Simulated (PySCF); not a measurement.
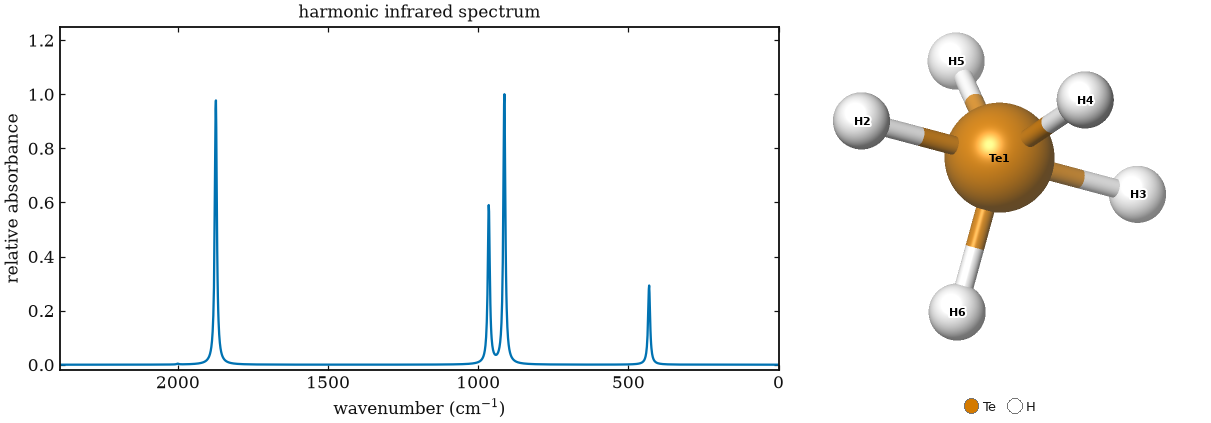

Infrared spectrum of TeH₅⁺, singlet (point group D3h). Unscaled harmonic wavenumbers and double-harmonic intensities, PBE0/def2-TZVP (ECP) in PySCF, isolated molecule. The structure is the lowest of the points that a search from trigonal bipyramidal and square pyramidal starts found. Degenerate modes count as one line, with their intensities summed. Lorentzian lines of 8 cm⁻¹ full width. Close modes add up in the curve.

> Which lines are the most intense?

913.1 cm⁻¹ (144.6 km/mol, e'), 1873.8 cm⁻¹ (141.9 km/mol, a2'') and 964.8 cm⁻¹ (84.6 km/mol, a2'').

> Which is the highest mode?

2028.2 cm⁻¹ (0.0 km/mol, a1'), a very weak line.

> List the modes.

```csv
cm⁻¹,km/mol,symmetry
431.0,42.4,e' (×2)
913.1,144.6,e' (×2)
964.8,84.6,a2''
1155.9,0.0,e'' (×2)
1873.8,141.9,a2''
1890.7,0.0,a1'
2000.5,0.4,e' (×2)
2028.2,0.0,a1'
```
